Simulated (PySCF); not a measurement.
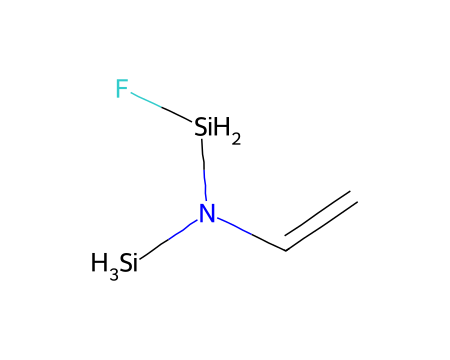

The computed structure is the end point of a GFN2-xTB optimisation. No frequency run is at hand to confirm it as a minimum. Method: CAM-B3LYP/def2-SVPD, gas phase (PySCF 2.14.0). Excitations: vertical, linear response.

What does the calculation give?

The species is C2H8FNSi2 (`C=CN([SiH3])[SiH2]F`).
- dipole moment: 1.06 D
- HOMO energy (Kohn–Sham orbital): −7.87 eV
- LUMO energy (Kohn–Sham orbital): 0.78 eV
- HOMO–LUMO gap: 8.65 eV
- mean static polarisability: 82.0 bohr³
- lowest vertical singlet excitation: 5.69 eV
- its oscillator strength: 0.004
- brightest of the 8 lowest singlets: 6.36 eV
- its oscillator strength: 0.31

The geometry is semi-empirical. Around Si such bond lengths and angles can be off by a tenth of an ångström or more and by several degrees, and values that hang on the shape move with them.
